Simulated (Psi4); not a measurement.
## Run report: CH3I, single-point calculation

System: CH3I, multiplicity 3.
Method: M06-L/def2-SVPD, UKS, core potentials def2 (Psi4 1.11).

The geometry is that of the parent species in another charge or spin state. The geometry comes from this level: PBE0-D4/def2-TZVP.

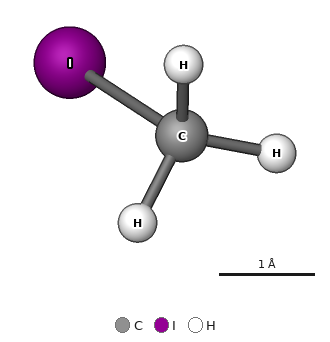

Fig. 1: The input geometry (ball-and-stick view, seen at an oblique angle).

### Results in brief

```tsv
quantity	value
outcome	converged
total energy	−337.574050 hartree
basis functions	79
⟨S²⟩	2.005
dipole moment	0.88 D
hardware	1 thread of Intel Xeon (Sapphire Rapids), 64 GiB of memory available, shared host
wall time	88 s
peak memory	1.1 GiB
```

### Input (job.inp)
```
memory 1600 MB

molecule {
  0 3
  C     -0.08333692    -0.30751513     0.28946825
  I      0.69553260     2.56649374    -2.41593926
  H      1.43742018    -1.68108146     0.19547327
  H     -0.16673054     0.58093961     2.13661884
  H     -1.88288532    -1.15881785    -0.20562110
  units bohr
  symmetry c1
}

set {
  basis                def2-SVPD
  reference            uks
  puream               true
  e_convergence        1e-09
  d_convergence        1e-08
  scf_type             pk
  dft_radial_points    99
  dft_spherical_points 590
  maxiter              100
}

e_tot, wfn = energy("m06-l", return_wfn=True)
oeprop(wfn, "MAYER_INDICES", "DIPOLE", "LOWDIN_CHARGES", title="M06-L")
```

Launched with:
```bash
psi4 -n 1 job.inp job.out
```

### The program's output
```
Psi4 1.11 release

   => Loading Basis Set <=

    Name: DEF2-SVPD
    Role: ORBITAL
    Keyword: BASIS

    !!!  WARNING: ECP capability is in beta. Please check occupations closely.  !!!

         ---------------------------------------------------------
                                   SCF
                              UKS Reference
                        1 Threads,   1525 MiB Core
         ---------------------------------------------------------

  ==> Geometry <==

    Molecular point group: c1
    Full point group: C1

    Geometry (in Bohr), charge = 0, multiplicity = 3:

       Center              X                  Y                   Z               Mass
    ------------   -----------------  -----------------  -----------------  -----------------
         C           -0.693852114187    -2.560297064656     2.410098982618    12.000000000000
         I            0.085017405813     0.313711805344    -0.295308527382   126.904471900000
         H            0.826904985813    -3.933863394656     2.316104002618     1.007825032230
         H           -0.777245734187    -1.671842324656     4.257249572618     1.007825032230
         H           -2.493400514187    -3.411599784656     1.915009632618     1.007825032230

  Running in c1 symmetry.

  Rotational constants: A =      5.21312  B =      0.25303  C =      0.25303 [cm^-1]
  Rotational constants: A = 156285.50166  B =   7585.60636  C =   7585.60535 [MHz]
  Nuclear repulsion =   61.822912964280881

  Charge       = 0
  Multiplicity = 3
  Electrons    = 34
  Nalpha       = 18
  Nbeta        = 16

  ==> Algorithm <==

  SCF Algorithm Type is PK.
  DIIS enabled.
  MOM disabled.
  Fractional occupation disabled.
  Guess Type is SAD.
  Energy threshold   = 1.00e-09
  Density threshold  = 1.00e-08
  Integral threshold = 1.00e-12

  ==> Primary Basis <==

  Basis Set: DEF2-SVPD
    Blend: DEF2-SVPD
    Number of shells: 33
    Number of basis functions: 79
    Number of Cartesian functions: 84
    Spherical Harmonics?: true
    Max angular momentum: 2

  Core potential: DEF2-SVPD
    Number of shells: 4
    Number of ECP primitives: 29
    Number of ECP core electrons: 28
    Max angular momentum: 3

  ==> DFT Potential <==

   => LibXC <=

    Version 7.1.2

   => Composite Functional: M06-L <=

    M06-L Meta-GGA XC Functional

    Deriv               =              1
    GGA                 =           TRUE
    Meta                =           TRUE

    Exchange Hybrid     =          FALSE
    MP2 Hybrid          =          FALSE

   => Exchange Functionals <=

    1.0000   XC_MGGA_X_M06_L

   => Correlation Functionals <=

    1.0000   XC_MGGA_C_M06_L

   => LibXC Density Thresholds  <==

    XC_MGGA_C_M06_L:  1.00E-12
    XC_MGGA_X_M06_L:  1.00E-15

   => Molecular Quadrature <=

    Radial Scheme          =       TREUTLER
    Pruning Scheme         =           NONE
    Nuclear Scheme         =       TREUTLER

    Blocking Scheme        =         OCTREE
    BS radius alpha        =              1
    Pruning alpha          =              1
    Radial Points          =             99
    Spherical Points       =            590
    Total Points           =         280505
    Total Blocks           =           2111
    Max Points             =            256
    Max Functions          =             79
    Weights Tolerance      =       1.00E-15

  ==> Integral Setup <==

  Using in-core PK algorithm.
   Calculation information:
      Number of atoms:                   5
      Number of AO shells:              33
      Number of primitives:             58
      Number of atomic orbitals:        84
      Number of basis functions:        79

      Integral cutoff                 1.00e-12
      Number of threads:                 1

  Performing in-core PK
  Using 9988760 doubles for integral storage.
  We computed 157176 shell quartets total.
  Whereas there are 157641 unique shell quartets.

  ==> DiskJK: Disk-Based J/K Matrices <==

    J tasked:                  Yes
    K tasked:                   No
    wK tasked:                  No
    Memory [MiB]:              297
    Schwarz Cutoff:          1E-12

  Cached 50.0% of DFT collocation blocks in 0.737 [GiB].

  Minimum eigenvalue in the overlap matrix is 5.3277628777E-04.
  Reciprocal condition number of the overlap matrix is 7.1793239243E-05.
    Using symmetric orthogonalization.

  ==> Pre-Iterations <==

  SCF Guess: Superposition of Atomic Densities via on-the-fly atomic UHF (no occupation information).

   -------------------------
    Irrep   Nso     Nmo
   -------------------------
     A         79      79
   -------------------------
    Total      79      79
   -------------------------

  ==> Iterations <==

                        Total Energy        Delta E     RMS |[F,P]|

   @UKS iter SAD:  -335.48417135892265   -3.35484e+02   0.00000e+00
   @UKS iter   1:  -337.04414066238263   -1.55997e+00   1.16121e-02 DIIS/ADIIS
   @UKS iter   2:  -336.71503878792998    3.29102e-01   1.45133e-02 DIIS/ADIIS
   @UKS iter   3:  -337.56098072028431   -8.45942e-01   1.71221e-03 DIIS/ADIIS
   @UKS iter   4:  -337.56378330060659   -2.80258e-03   1.57100e-03 DIIS/ADIIS
   @UKS iter   5:  -337.57321426892815   -9.43097e-03   4.17139e-04 DIIS/ADIIS
   @UKS iter   6:  -337.57402389339478   -8.09624e-04   6.60787e-05 DIIS
   @UKS iter   7:  -337.57404682397731   -2.29306e-05   2.50957e-05 DIIS
   @UKS iter   8:  -337.57404977161457   -2.94764e-06   7.16680e-06 DIIS
   @UKS iter   9:  -337.57405004381809   -2.72204e-07   1.98642e-06 DIIS
[... 25 lines of further cycles ...]
   @UKS iter  35:  -337.57405003355689    4.07956e-08   3.93330e-06 DIIS
   @UKS iter  36:  -337.57405005583212   -2.22752e-08   3.50424e-06 DIIS
   @UKS iter  37:  -337.57405012463028   -6.87982e-08   1.43567e-06 DIIS
   @UKS iter  38:  -337.57405013867617   -1.40459e-08   3.44476e-08 DIIS
   @UKS iter  39:  -337.57405013909897   -4.22801e-10   8.26733e-08 DIIS
   @UKS iter  40:  -337.57405013928849   -1.89516e-10   6.26052e-08 DIIS
   @UKS iter  41:  -337.57405013946976   -1.81274e-10   7.12083e-08 DIIS
   @UKS iter  42:  -337.57405013965342   -1.83661e-10   2.87449e-08 DIIS
   @UKS iter  43:  -337.57405013968400   -3.05818e-11   1.90813e-08 DIIS
   @UKS iter  44:  -337.57405013968855   -4.54747e-12   5.55907e-09 DIIS
  Energy and wave function converged.

  ==> Post-Iterations <==

   Electrons on quadrature grid:
      Nalpha   =   18.0000000137 ; deviation = 1.367e-08
      Nbeta    =   16.0000000125 ; deviation = 1.248e-08
      Ntotal   =   34.0000000261 ; deviation = 2.615e-08

   @Spin Contamination Metric:   5.488320972E-03
   @S^2 Expected:                2.000000000E+00
   @S^2 Observed:                2.005488321E+00
   @S   Expected:                1.000000000E+00
   @S   Observed:                1.000000000E+00

    Orbital Energies [Eh]
    ---------------------

    Alpha Occupied:

       1A    -10.046131     2A     -6.806930     3A     -4.846990
       4A     -4.834792     5A     -4.826363     6A     -1.918783
       7A     -1.918019     8A     -1.910578     9A     -1.900925
      10A     -1.898987    11A     -0.729245    12A     -0.620995
      13A     -0.398323    14A     -0.387448    15A     -0.345665
      16A     -0.300459    17A     -0.263703    18A     -0.079621

    Alpha Virtual:

      19A      0.027153    20A      0.030939    21A      0.040052
      22A      0.044622    23A      0.080424    24A      0.080804
      25A      0.105656    26A      0.111136    27A      0.120857
      28A      0.145167    29A      0.148450    30A      0.170880
      31A      0.210434    32A      0.215526    33A      0.215667
      34A      0.305778    35A      0.322569    36A      0.329073
      37A      0.330912    38A      0.338717    39A      0.340070
      40A      0.364081    41A      0.385374    42A      0.396570
      43A      0.409518    44A      0.411835    45A      0.423961
      46A      0.486964    47A      0.508172    48A      0.524848
      49A      0.583818    50A      0.585049    51A      0.628742
      52A      0.674735    53A      0.685462    54A      0.739152
      55A      0.853375    56A      0.860700    57A      0.879306
      58A      0.980917    59A      0.998695    60A      1.003861
      61A      1.132098    62A      1.537854    63A      1.540907
      64A      1.660087    65A      1.819079    66A      1.822065
      67A      1.908785    68A      2.049708    69A      2.054368
      70A      2.268948    71A      2.550335    72A      2.551707
      73A      2.872163    74A      3.063205    75A      3.067016
      76A     18.856289    77A     18.874964    78A     19.454950
      79A     56.255152

    Beta Occupied:

       1A    -10.035167     2A     -6.803104     3A     -4.841743
       4A     -4.831135     5A     -4.823517     6A     -1.910149
       7A     -1.910006     8A     -1.904228     9A     -1.897432
      10A     -1.895815    11A     -0.693141    12A     -0.588114
      13A     -0.378140    14A     -0.375006    15A     -0.311309
      16A     -0.243633

    Beta Virtual:

      17A     -0.235493    18A     -0.025463    19A      0.017348
      20A      0.056229    21A      0.061217    22A      0.076145
      23A      0.080635    24A      0.085501    25A      0.113393
      26A      0.120708    27A      0.129852    28A      0.145163
      29A      0.146687    30A      0.199458    31A      0.203653
      32A      0.205336    33A      0.237232    34A      0.317457
      35A      0.324145    36A      0.325896    37A      0.342051
      38A      0.343002    39A      0.352823    40A      0.353261
      41A      0.386173    42A      0.393591    43A      0.412368
      44A      0.413098    45A      0.417525    46A      0.498346
      47A      0.523455    48A      0.531748    49A      0.600838
      50A      0.613313    51A      0.652207    52A      0.686837
      53A      0.689797    54A      0.744688    55A      0.847731
      56A      0.848124    57A      0.891017    58A      0.979775
      59A      1.008783    60A      1.010841    61A      1.137831
      62A      1.522605    63A      1.523489    64A      1.635710
      65A      1.798332    66A      1.800828    67A      1.907845
      68A      2.069990    69A      2.072687    70A      2.272781
      71A      2.560718    72A      2.560962    73A      2.856852
      74A      3.012171    75A      3.021256    76A     18.874732
      77A     18.879251    78A     19.460376    79A     56.251040

    Final Occupation by Irrep:
              A
    DOCC [    16 ]
    SOCC [     2 ]
    NA   [    18 ]
    NB   [    16 ]

  @UKS Final Energy:  -337.57405013968855

   => Energetics <=

    Nuclear Repulsion Energy =             61.8229129642808815
    One-Electron Energy =                -692.6314972558128602
    Two-Electron Energy =                 322.1536264939393277
    DFT Exchange-Correlation Energy =     -28.9190923420959329
    Empirical Dispersion Energy =           0.0000000000000000
    VV10 Nonlocal Energy =                  0.0000000000000000
    Total Energy =                       -337.5740501396885520

  UHF NO Occupations:
  HONO-2 :   16  A 1.9990862
  HONO-1 :   17  A 1.0000000
  HONO-0 :   18  A 1.0000000
  LUNO+0 :   19  A 0.0009138
  LUNO+1 :   20  A 0.0005992
  LUNO+2 :   21  A 0.0004625
  LUNO+3 :   22  A 0.0003388

Computation Completed

Properties will be evaluated at   0.000000,   0.000000,   0.000000 [a0]

Properties computed using the SCF density matrix

 Multipole Moments:

 ------------------------------------------------------------------------------------
     Multipole            Electronic (a.u.)      Nuclear  (a.u.)        Total (a.u.)
 ------------------------------------------------------------------------------------

 L = 1.  Multiply by 2.5417464519 to convert [e a0] to [Debye]
 Dipole X            :          4.4017890           -4.4814188           -0.0796298
 Dipole Y            :         16.2866337          -16.5362928           -0.2496590
 Dipole Z            :        -15.3380347           15.5662439            0.2282093
 Magnitude           :                                                    0.3474910

 ------------------------------------------------------------------------------------

	total time  =         86 seconds =       1.43 minutes

Properties will be evaluated at   0.000000,   0.000000,   0.000000 [a0]

Properties computed using the M06-L density matrix

 Multipole Moments:

 ------------------------------------------------------------------------------------
     Multipole            Electronic (a.u.)      Nuclear  (a.u.)        Total (a.u.)
 ------------------------------------------------------------------------------------

 L = 1.  Multiply by 2.5417464519 to convert [e a0] to [Debye]
 Dipole X            :          4.4017890           -4.4814188           -0.0796298
 Dipole Y            :         16.2866337          -16.5362928           -0.2496590
 Dipole Z            :        -15.3380347           15.5662439            0.2282093
 Magnitude           :                                                    0.3474910

 ------------------------------------------------------------------------------------
  Lowdin Charges: (a.u.)
   Center  Symbol    Alpha    Beta     Spin     Total
       1     C     3.42109  2.92146  0.49963 -0.34256
       2     I    12.89269 11.46771  1.42498  0.63960
       3     H     0.55943  0.54449  0.01494 -0.10393
       4     H     0.56040  0.54173  0.01867 -0.10212
       5     H     0.56639  0.52461  0.04178 -0.09099

  Total alpha = 18.00000, Total beta = 16.00000, Total charge = -0.00000

  Mayer Bond Indices:

  Total Bond Index:
  Irrep: 1 Size: 5 x 5

                 1                   2                   3                   4                   5

    1     0.00000000000000     0.70709130850523     0.96231094177971     0.95773902843415     0.92793524268299
    2     0.70709130850523     0.00000000000000    -0.00878265873649    -0.00462286680225     0.02035011034077
    3     0.96231094177971    -0.00878265873649     0.00000000000000     0.09064257205594     0.09737671981125
    4     0.95773902843415    -0.00462286680225     0.09064257205594     0.00000000000000     0.09863489160415
    5     0.92793524268299     0.02035011034077     0.09737671981125     0.09863489160415     0.00000000000000

  Alpha Contribution:
  Irrep: 1 Size: 5 x 5

                 1                   2                   3                   4                   5

    1     0.00000000000000     0.11720456818816     0.48200757689151     0.48224854692951     0.48335324449074
    2     0.11720456818816     0.00000000000000    -0.00856491902499    -0.01006534793076    -0.01926077982621
    3     0.48200757689151    -0.00856491902499     0.00000000000000     0.05130776059944     0.05426088228192
    4     0.48224854692951    -0.01006534793076     0.05130776059944     0.00000000000000     0.05474671479608
    5     0.48335324449074    -0.01926077982621     0.05426088228192     0.05474671479608     0.00000000000000

  Beta Contribution:
  Irrep: 1 Size: 5 x 5

                 1                   2                   3                   4                   5

    1     0.00000000000000     0.58988674031707     0.48030336488819     0.47549048150464     0.44458199819225
    2     0.58988674031707     0.00000000000000    -0.00021773971150     0.00544248112851     0.03961089016698
    3     0.48030336488819    -0.00021773971150     0.00000000000000     0.03933481145650     0.04311583752933
    4     0.47549048150464     0.00544248112851     0.03933481145650     0.00000000000000     0.04388817680807
    5     0.44458199819225     0.03961089016698     0.04311583752933     0.04388817680807     0.00000000000000

  Atomic Valences:

 #  #
 Irrep: 1
      1:    3.555076521402077
      2:    0.714035893307261
      3:    1.141547574910408
      4:    1.142393625291994
      5:    1.144296964439166

    Psi4 run time: 0:01:26.68
```

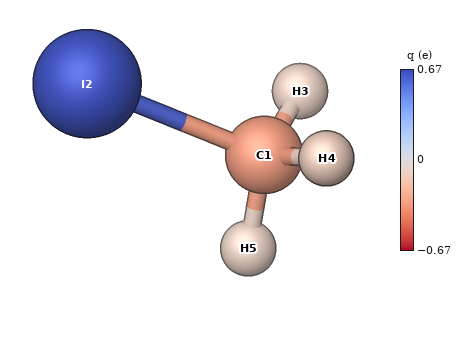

Fig. 2: Löwdin charges, as the colour of each atom (ball-and-stick view, seen at a tilt; atoms are numbered from 1 in the order of the input). By element: C −0.34, I +0.64 and H −0.10 to −0.09 e.
